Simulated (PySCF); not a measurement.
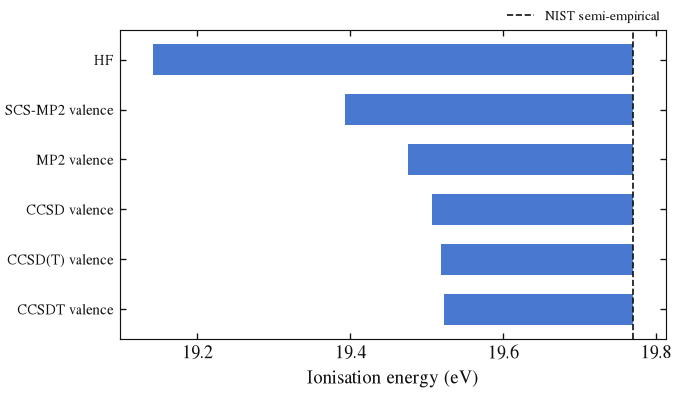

The ionisation energy of P⁺ ([Ne] 3s² 3p² → [Ne] 3s² 3p) across levels of theory. PySCF, dyall-av2z, non-relativistic, unrestricted single determinants, no spin-orbit coupling. Methods marked “valence” freeze 10 core electrons.

**How do the methods compare?**

The values run from 19.142 eV (HF) to 19.522 eV (CCSDT valence). The NIST semi-empirical value is 19.769 eV; nearest to it come CCSDT valence (−0.247) and CCSD(T) valence (−0.250), furthest HF (−0.628 eV). These values lack spin-orbit coupling; with the first-order correction of −0.0065 eV added, CCSDT valence comes nearest (−0.254).

| Method | Ionisation energy (eV) |
| --- | --- |
| HF | 19.142 |
| MP2 valence | 19.476 |
| SCS-MP2 valence | 19.393 |
| CCSD valence | 19.507 |
| CCSD(T) valence | 19.519 |
| CCSDT valence | 19.522 |
